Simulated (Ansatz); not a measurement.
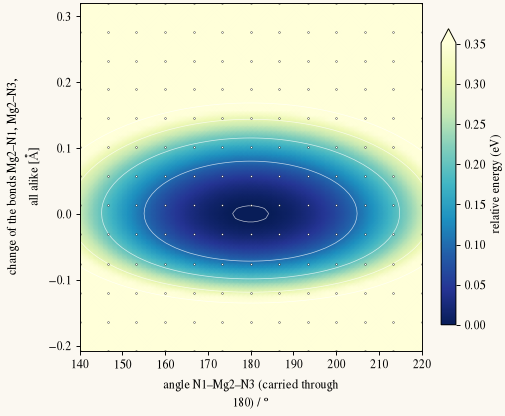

H4MgN2, SMILES [NH2][Mg][NH2]. First axis: angle N1–Mg2–N3 (carried through 180). Second axis: change of the bonds Mg2–N1, Mg2–N3, all alike. Nothing is relaxed (all other coordinates rigid). The grid has 13 × 13 points. Points are written as (first, second). Energies are in eV, from the lowest grid point. Method: RKS r2SCAN-D4/def2-TZVP (Ansatz).

Drawn: a smooth colour map with a few white contour lines, dots at the grid points, one colour for all values above the top of the scale. Between grid points the surface is interpolated.

> Where is the minimum, and how stiff is the well along each coordinate?

The interpolated minimum is at the first coordinate ≈ 180.0°, the second coordinate ≈ 0.000 Å. The curvatures there are about 1.1 eV/rad² and 36 eV/Å², with a cross term of about 0 eV/(rad·Å). Round the minimum the two coordinates are nearly uncoupled.
